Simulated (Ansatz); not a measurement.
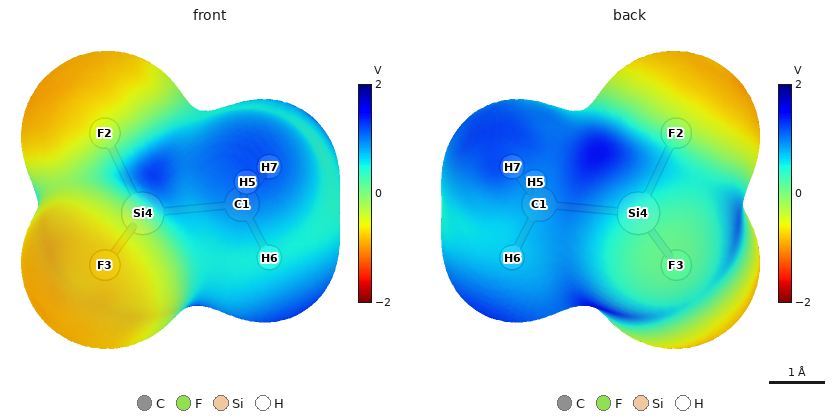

CH3F2Si (SMILES C[Si](F)F) (doublet). The electrostatic potential painted on the density surface at 0.002 e/bohr³, seen from the front and from behind; red is negative and blue positive.

Geometry: PBE-D3(BJ)/def2-SVP.

Computed with isolated molecule in a Gaussian basis; Kohn-Sham density functional theory, functional PBE0 (Ansatz 0.2.0).

```xyz
7

C    -0.2077    1.1181   -0.6172
F     0.3372   -0.0390    1.9397
F     1.2719   -1.2870   -0.1689
Si   -0.0288   -0.4605    0.3962
H     0.7408    1.6909   -0.5399
H    -0.4003    0.8798   -1.6814
H    -1.0381    1.7394   -0.2291
```

### Where is the surface potential most negative and most positive?

The most negative region (about −0.9 V) lies over F2 and F3, the most positive (about +1.5 V) over Si4.

### What dipole moment does the calculation give?

Its dipole moment is 2.43 D.
